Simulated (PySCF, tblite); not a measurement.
**C3H9B3OS: geometry, infrared bands and NMR shifts**

Aim: predict the infrared bands and NMR shifts of C3H9B3OS (`COB1CB(C)BS1`).

Programs: tblite 0.8.0 and PySCF 2.14.0, with density-fitted response routines of our own. Each step states its level of theory. These are calculated values for one molecule in the gas phase, unless marked as measured. Atoms are numbered from 0 throughout.

### Step 1. The molecule as given

17 atoms, charge 0, multiplicity 1; geometry from: force field or distance geometry start.

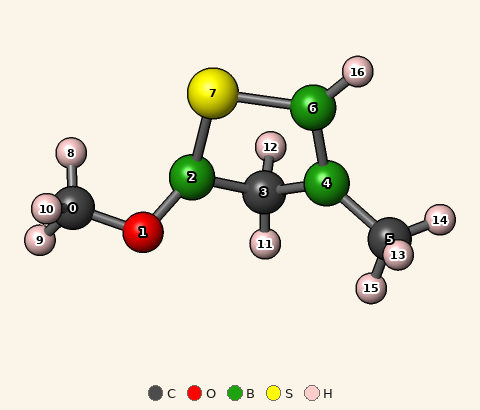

As it starts; carbon dark grey, oxygen red, boron green, sulfur yellow, hydrogen pink, atoms numbered.

### Step 2. Geometry optimisation with GFN2-xTB

Job settings and geometry (Å):

```
{"job": {"kind": "relax", "xc": "GFN2-xTB", "basis": "xTB"}, "charge": 0, "multiplicity": 1}
C      3.263400     0.205200    -0.063300
O      1.966000     0.687800     0.138600
B      0.977900    -0.263000    -0.350400
C     -0.429800     0.154500    -1.012000
B     -1.522900    -0.129200     0.144100
C     -2.660700     0.924300     0.521200
B     -1.257100    -1.648900     0.720800
S      0.608600    -1.946700     0.453300
H      3.228800    -0.764800    -0.620800
H      3.850500     0.882800    -0.716400
H      3.831400     0.081000     0.884200
H     -0.453000     1.177500    -1.369000
H     -0.632600    -0.602000    -1.793600
H     -2.726800     1.082200     1.622800
H     -3.646500     0.630700     0.178400
H     -2.322000     1.901400     0.102700
H     -2.082300    -2.360800     1.149400
```

The run is started by

```console
> OMP_NUM_THREADS=1 python probes_run.py task.json out
```

This one command runs all jobs of the session in turn.

Log:

```text
step      E/eV     max force
  0    -599.13227    3.082
  1    -599.46059    2.083
  2    -599.78787    2.102
  3    -599.92526    0.968
  4    -600.06244    0.818
  5    -600.11363    0.736
  6    -600.18172    0.625
  7    -600.21562    0.635
  8    -600.25471    0.616
  9    -600.28417    0.518
 10    -600.30803    0.376
 11    -600.32890    0.440
 12    -600.35711    0.512
 13    -600.38341    0.460
 14    -600.40455    0.395
 15    -600.42864    0.354
 16    -600.45055    0.399
 17    -600.46858    0.423
 18    -600.48265    0.270
 19    -600.49273    0.211
 20    -600.50101    0.200
 21    -600.50937    0.212
 22    -600.51619    0.180
 23    -600.51973    0.186
 24    -600.52284    0.159
 25    -600.52507    0.106
 26    -600.52800    0.098
 27    -600.52924    0.088
 28    -600.53085    0.083
 29    -600.53237    0.102
 30    -600.53466    0.120
 31    -600.53702    0.136
 32    -600.53920    0.125
 33    -600.54097    0.111
 34    -600.54266    0.105
 35    -600.54419    0.095
 36    -600.54531    0.077
 37    -600.54613    0.069
 38    -600.54695    0.081
 39    -600.54796    0.097
 40    -600.54903    0.099
 41    -600.54988    0.082
 42    -600.55046    0.054
 43    -600.55087    0.052
 44    -600.55120    0.049
 45    -600.55147    0.039
 46    -600.55166    0.031
 47    -600.55178    0.025
 48    -600.55186    0.022
 49    -600.55194    0.023
 50    -600.55203    0.023
 51    -600.55212    0.028
 52    -600.55220    0.024
 53    -600.55225    0.019
 54    -600.55230    0.016
 55    -600.55234    0.016
 56    -600.55238    0.014
 57    -600.55241    0.014
 58    -600.55244    0.014
 59    -600.55247    0.018
 60    -600.55251    0.019
 61    -600.55255    0.016
 62    -600.55258    0.016
 63    -600.55262    0.016
 64    -600.55266    0.018
 65    -600.55270    0.015
 66    -600.55272    0.009
```

Wall time 0.47 s (1 thread of Arm Neoverse V1, shared host).

The steps of the relaxation: (not every step is listed)

| step | energy from step 0 (eV) | largest force (eV/Å) |
| --- | --- | --- |
| 0 | 0.0000 | 3.0825 |
| 1 | -0.3283 | 2.0829 |
| 2 | -0.6556 | 2.1018 |
| 3 | -0.7930 | 0.9675 |
| 4 | -0.9302 | 0.8176 |
| 5 | -0.9814 | 0.7356 |
| 6 | -1.0495 | 0.6246 |
| 7 | -1.0833 | 0.6350 |
| 8 | -1.1224 | 0.6159 |
| 13 | -1.2511 | 0.4596 |
| 18 | -1.3504 | 0.2702 |
| 23 | -1.3875 | 0.1861 |
| 28 | -1.3986 | 0.0830 |
| 33 | -1.4087 | 0.1111 |
| 38 | -1.4147 | 0.0805 |
| 43 | -1.4186 | 0.0521 |
| 48 | -1.4196 | 0.0218 |
| 53 | -1.4200 | 0.0188 |
| 58 | -1.4202 | 0.0142 |
| 61 | -1.4203 | 0.0163 |
| 62 | -1.4203 | 0.0163 |
| 63 | -1.4204 | 0.0160 |
| 64 | -1.4204 | 0.0181 |
| 65 | -1.4204 | 0.0149 |
| 66 | -1.4205 | 0.0087 |

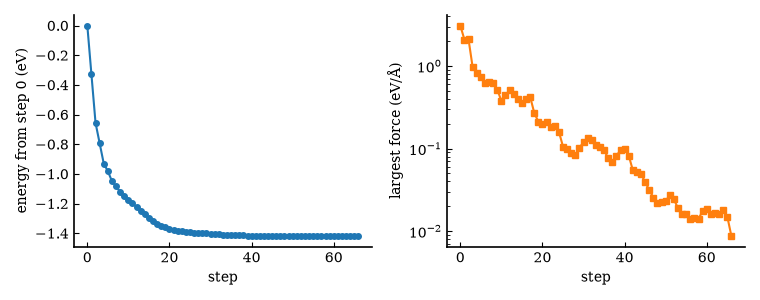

Energy and largest force along the relaxation.

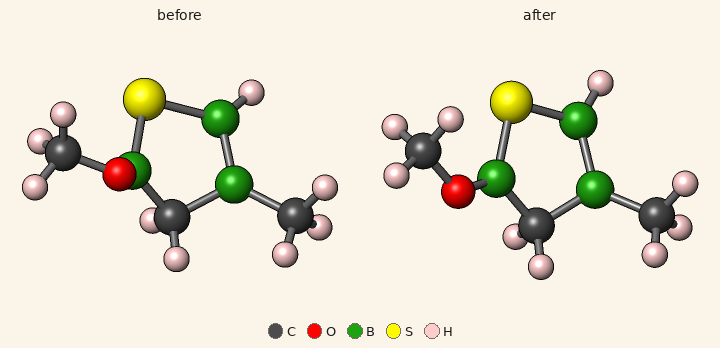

The geometry before (left) and after (right).

Distances of close pairs at the start and the end, largest changes first:

| bond | before (Å) | after (Å) | change (Å) |
| --- | --- | --- | --- |
| O1–B2 | 1.456 | 1.322 | -0.134 |
| B6–S7 | 1.908 | 1.784 | -0.124 |
| B2–S7 | 1.902 | 1.864 | -0.038 |
| C5–H15 | 1.116 | 1.088 | -0.028 |
| C0–H8 | 1.119 | 1.092 | -0.027 |
| C5–H13 | 1.115 | 1.089 | -0.026 |
| C3–B4 | 1.616 | 1.592 | -0.024 |
| B2–C3 | 1.610 | 1.588 | -0.022 |

The end geometry stands in the next job.

### Step 3. Infrared spectrum with GFN2-xTB

Job settings and geometry (Å):

```
{"job": {"kind": "ir", "xc": "GFN2-xTB", "basis": "xTB"}, "charge": 0, "multiplicity": 1}
C      3.244782     0.056335    -0.078027
O      2.005651     0.418199    -0.650308
B      0.856049    -0.204970    -0.455676
C     -0.523305     0.270542    -1.082830
B     -1.561682    -0.122994     0.057459
C     -2.617923     0.924947     0.581183
B     -1.117966    -1.569634     0.742595
S      0.658522    -1.696467     0.645189
H      3.520072    -0.957206    -0.376649
H      3.992003     0.764257    -0.436085
H      3.189208     0.094167     1.012111
H     -0.522969     1.310028    -1.409084
H     -0.709488    -0.334249    -1.974356
H     -2.712069     0.938268     1.665705
H     -3.595449     0.618529     0.204429
H     -2.450248     1.945096     0.242341
H     -1.662184    -2.442819     1.302092
```

Log:

```text
mode    cm-1     km/mol
  1     -91.6      0.20
  2      38.2      0.41
  3      42.6      1.94
  4      86.8      0.73
  5     148.8      6.12
  6     184.3      1.86
  7     257.5      2.69
  8     304.3      2.05
  9     337.4      0.93
 10     406.5      2.66
 11     423.6     13.97
 12     466.9     14.05
 13     546.1     21.89
 14     648.4     49.35
 15     683.8     16.91
 16     719.5      8.10
 17     776.2     49.47
 18     806.7     64.67
 19     852.6      3.34
 20     914.9    109.83
 21     935.6    106.56
 22     990.7     82.72
 23    1027.3      3.86
 24    1074.9    103.90
 25    1092.2     24.79
 26    1124.0      1.45
 27    1145.8     11.45
 28    1175.1     60.89
 29    1328.0    430.45
 30    1380.1     16.62
 31    1414.7     69.13
 32    1454.9      5.86
 33    1462.6      9.69
 34    1467.1     13.77
 35    1478.4      6.94
 36    1496.3      2.59
 37    2640.8    136.05
 38    2946.8     18.45
 39    2966.8     20.38
 40    2977.6     17.69
 41    2986.3     21.83
 42    2999.9     33.07
 43    3004.6     24.14
 44    3018.4     41.07
 45    3025.2     32.14
```

It took 0.6 s on 1 thread of Arm Neoverse V1, shared host.

Which atoms move in the most intense modes:

| cm⁻¹ | km/mol | atoms |
| --- | --- | --- |
| 807 | 64.7 | H14 18 %, B4 17 % |
| 915 | 109.8 | B2 33 %, C3 13 %, H12 13 % |
| 936 | 106.6 | H12 46 %, B2 16 %, H11 15 %, C3 12 % |
| 991 | 82.7 | H16 55 %, B6 26 % |
| 1075 | 103.9 | B4 49 %, C3 19 % |
| 1328 | 430.4 | B2 50 %, O1 28 % |
| 1415 | 69.1 | H8 27 %, H10 26 %, H9 24 % |
| 2641 | 136.1 | H16 92 % |

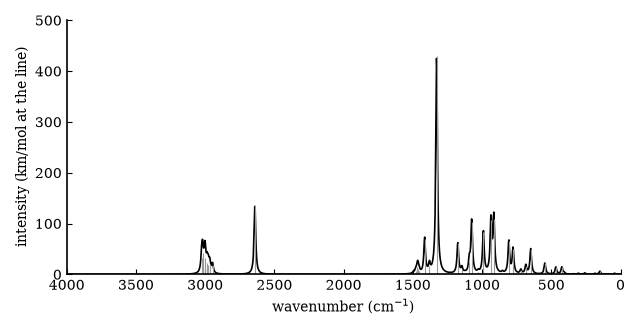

The infrared spectrum from these modes, unscaled. Lines are broadened to a width of 14 cm⁻¹ (Lorentzian).

### Step 4. NMR shieldings: PBE0/pcSseg-1

The job, as its differences from that of step 3:

```diff
@@ -1,2 +1,2 @@
-{"job": {"kind": "ir", "xc": "GFN2-xTB", "basis": "xTB"}, "charge": 0, "multiplicity": 1}
+{"job": {"kind": "nmr", "xc": "PBE0", "basis": "pcSseg-1"}, "charge": 0, "multiplicity": 1}
 C      3.244782     0.056335    -0.078027
```

Level: GIAO PBE0/pcSseg-1 NMR shielding, non-relativistic, gas phase.

Log:

```text
coarse grid: 14808 points
cycle   1  E = -667.1184695181  dE =  9.584e-01  |g| = 6.576e-01  |ddm| = 3.692e+00
cycle   2  E = -667.0483717799  dE =  7.010e-02  |g| = 9.088e-01  |ddm| = 1.253e+00
cycle   3  E = -667.2091922459  dE = -1.608e-01  |g| = 1.329e-01  |ddm| = 7.795e-01
cycle   4  E = -667.2127150189  dE = -3.523e-03  |g| = 3.341e-02  |ddm| = 1.320e-01
cycle   5  E = -667.2129579325  dE = -2.429e-04  |g| = 8.588e-03  |ddm| = 3.696e-02
cycle   6  E = -667.2129766911  dE = -1.876e-05  |g| = 3.163e-03  |ddm| = 1.493e-02
cycle   7  E = -667.2129791199  dE = -2.429e-06  |g| = 6.585e-04  |ddm| = 4.264e-03
final grid: 138552 points
cycle   8  E = -667.2674528654  dE = -4.230e-05  |g| = 1.213e-02  |ddm| = 3.210e-02
cycle   9  E = -667.2674245312  dE =  2.833e-05  |g| = 1.692e-02  |ddm| = 2.225e-02
cycle  10  E = -667.2674847642  dE = -6.023e-05  |g| = 1.764e-03  |ddm| = 1.418e-02
cycle  11  E = -667.2674854288  dE = -6.647e-07  |g| = 2.093e-04  |ddm| = 1.566e-03
cycle  12  E = -667.2674854382  dE = -9.339e-09  |g| = 1.055e-04  |ddm| = 4.046e-04
cycle  13  E = -667.2674854413  dE = -3.073e-09  |g| = 2.836e-05  |ddm| = 1.598e-04
cycle  14  E = -667.2674854414  dE = -1.874e-10  |g| = 7.207e-06  |ddm| = 3.068e-05
converged SCF energy = -667.2674854414

GIAO shielding tensors (ppm)
atom      isotropic    diamagn.    paramagn.     s11        s22        s33       span
  0 C      129.113     242.667    -113.553    100.786    104.905    181.649     80.864
  1 O      182.253     393.369    -211.117     10.790    191.730    344.239    333.449
  2 B       54.353     198.358    -144.005     32.834     50.110     80.114     47.280
  3 C      145.017     257.564    -112.547    122.382    153.268    159.401     37.019
  4 B        5.803     192.562    -186.759    -59.811    -39.289    116.509    176.320
  5 C      171.152     251.589     -80.438    149.033    179.429    184.993     35.960
  6 B       15.041     197.754    -182.713    -65.638    -21.421    132.182    197.821
  7 S      290.999    1061.257    -770.259    -54.177    215.682    711.492    765.669
  8 H       27.439      27.822      -0.383     23.665     25.716     32.936      9.271
  9 H       27.440      26.799       0.641     23.363     25.794     33.162      9.799
 10 H       27.595      29.045      -1.450     24.119     25.880     32.785      8.666
 11 H       30.074      33.980      -3.906     26.762     29.719     33.742      6.980
 12 H       29.941      31.841      -1.900     26.760     28.381     34.681      7.921
 13 H       30.177      30.166       0.012     27.216     28.265     35.051      7.835
 14 H       30.844      28.089       2.754     26.548     28.917     37.066     10.518
 15 H       30.316      31.527      -1.211     26.380     29.994     34.574      8.194
 16 H       22.935      30.639      -7.704     15.808     25.447     27.549     11.741
```

It took 32 s on 1 thread of Arm Neoverse V1, shared host; peak memory 0.84 GiB.

Shifts follow as δ = σ(reference) − σ, with reference shieldings (ppm) from runs at the same level and on the same kind of geometry: 1H TMS 31.72, 13C TMS 186.9, 17O H2O 336.1, 11B BF3·OEt2 100.1, 33S CS2 504. The references are single molecules in the gas phase, so shifts against H2O, NH3, PH3, H3PO4 or CFCl3 are not on the usual liquid scales and can be off by tens of ppm. Atoms listed in one row are averaged.

| atoms | environment | σ (ppm) | δ (ppm) | δ scaled to CDCl3 |
| --- | --- | --- | --- | --- |
| C0 | methyl carbon bonded to O | 129.1 | 57.8 | 54.5 |
| C3 | sp3 CH2 bonded to 2 B | 145.0 | 41.9 | 39.0 |
| C5 | methyl carbon bonded to B | 171.2 | 15.8 | 13.5 |
| H16 | hydrogen on a boron bonded to B, S, in a 5-membered ring | 22.93 | 8.78 | – |
| H8, H9, H10 | hydrogen on a methyl carbon bonded to O | 27.49 | 4.23 | 4.09 |
| H11, H12 | hydrogen on an sp3 CH2 bonded to 2 B | 30.01 | 1.71 | 1.72 |
| H13, H14, H15 | hydrogen on a methyl carbon bonded to B | 30.45 | 1.27 | 1.30 |
| O1 | oxygen bonded to C, B | 182.3 | 153.8 | – |
| B4 | boron bonded to 2 C, B, in a 5-membered ring | 5.8 | 94.3 | – |
| B6 | boron bonded to B, S, H, in a 5-membered ring | 15.0 | 85.0 | – |
| B2 | boron bonded to C, O, S, in a 5-membered ring | 54.4 | 45.7 | – |
| S7 | sulfur bonded to 2 B, in a 5-membered ring | 291 | 213 | – |

The scaled column applies a straight-line fit of computed shieldings to shifts measured in CDCl3, with any fitted terms for Cl, Br or S neighbours (root-mean-square error 0.16 ppm for H, 1.9 ppm for C).

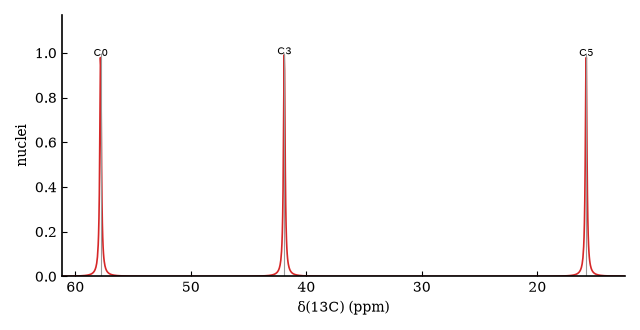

13C lines at the computed shifts, without couplings. Lines are broadened to a width of 0.17 ppm (Lorentzian).

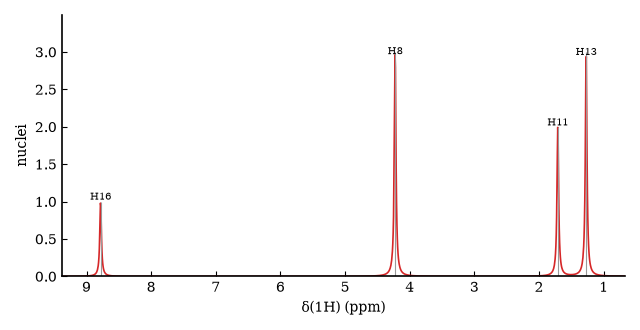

1H lines at the computed shifts, without couplings. Lines are broadened to a width of 0.03 ppm (Lorentzian).

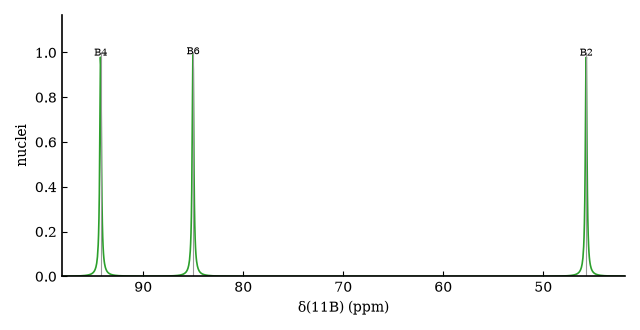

11B lines at the computed shifts, without couplings. Lines are broadened to a width of 0.19 ppm (Lorentzian).

Charges from the same density, by scheme (e):

| atoms | Mulliken | IAO | Hirshfeld | ESP fit |
| --- | --- | --- | --- | --- |
| C0 | -0.02 | -0.20 | -0.03 | -0.05 |
| O1 | -0.46 | -0.35 | -0.16 | -0.41 |
| B2 | 0.49 | 0.28 | 0.19 | 0.61 |
| C3 | -0.60 | -0.54 | -0.22 | -0.58 |
| B4 | 0.25 | 0.20 | 0.13 | 0.49 |
| C5 | -0.49 | -0.56 | -0.19 | -0.64 |
| B6 | 0.04 | -0.15 | 0.04 | -0.01 |
| S7 | -0.32 | 0.04 | -0.06 | -0.30 |

Mulliken charges:

C0 -0.02; O1 -0.46; B2 0.49; C3 -0.60; B4 0.25; C5 -0.49; B6 0.04; S7 -0.32; H8 0.12; H9 0.13; H10 0.12; H11 0.13; H12 0.16; H13 0.13; H14 0.14; H15 0.12; H16 0.06

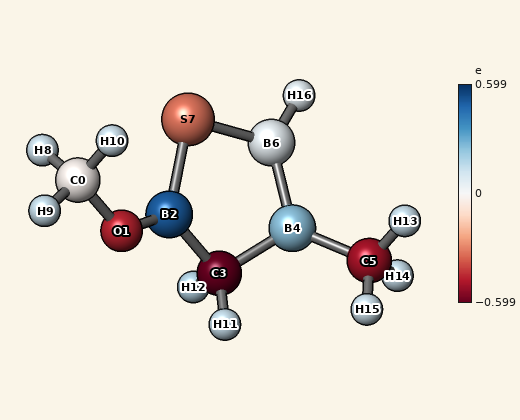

Mulliken charges, as colours on the atoms.

Mayer bond orders: C0–O1 0.86, O1–B2 1.29, B2–C3 0.99, C3–B4 1.00, B4–C5 1.06, B4–B6 1.00, B6–S7 1.21, S7–B2 0.99.

Ring of atoms B2, C3, B4, B6, S7: NICS(0) 2.9, NICS(1) -3.3, NICS(1)zz -0.9 ppm (means of both faces; NICS(1) differs between them: -5.3 and -1.3).

The two faces differ (NICS(1)zz 2.0 and -3.8 ppm).

### Step 5. What came out

| quantity | value |
| --- | --- |
| strongest single infrared mode (GFN2-xTB) | 1328 cm⁻¹, 430 km/mol |
| zero-point energy (GFN2-xTB) | 79.0 kcal/mol |
| 13C shifts against TMS (PBE0/pcSseg-1) | 57.8, 41.9, 15.8 ppm |
| 1H shifts against TMS (PBE0/pcSseg-1, means over atoms taken as alike) | 8.78, 4.23, 1.71, 1.27 ppm |
| 17O shifts against H2O (PBE0/pcSseg-1) | 153.8 ppm |
| 11B shifts against BF3·OEt2 (PBE0/pcSseg-1) | 94.3, 85.0, 45.7 ppm |
| 33S shifts against CS2 (PBE0/pcSseg-1) | 213 ppm |

Over 66 steps the energy fell by 1.420 eV; of the close pairs, O1–B2 changed most, 1.456 to 1.322 Å. The lowest mode is imaginary (92i cm⁻¹), so the xTB geometry is not a minimum. The strongest single mode, at 1328 cm⁻¹, moves mainly B2 and O1. GFN2-xTB is a fitted tight-binding method: band positions and strengths are rough. Its intensities can rank the bands wrongly. C0 (methyl carbon bonded to O) lies farthest downfield among carbon, at 57.8 ppm; deshielded by the electronegative neighbour. At PBE0/pcSseg-1: Shielding is most anisotropic at S7 (span 766 ppm, paramagnetic term -770 ppm).
